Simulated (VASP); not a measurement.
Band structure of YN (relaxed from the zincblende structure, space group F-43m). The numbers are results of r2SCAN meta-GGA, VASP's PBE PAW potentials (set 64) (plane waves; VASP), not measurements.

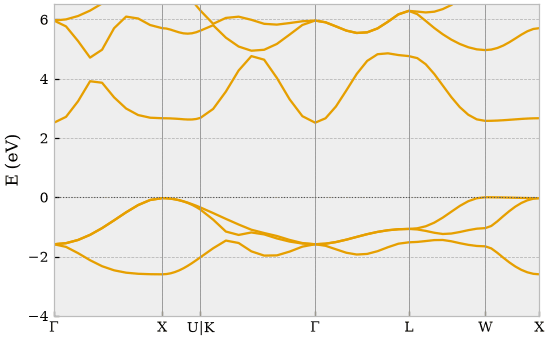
*Bands along high-symmetry lines, zero at the valence-band maximum or, without a gap, the Fermi level*

Task: Read the plot: is there a gap, and where are the band edges?

Result: The gap is indirect, 2.52 eV, from the valence maximum at W to the conduction minimum at Γ.

The structure was generated: YN was put into the zincblende type (F-43m), which need not be its known phase. It was relaxed first.
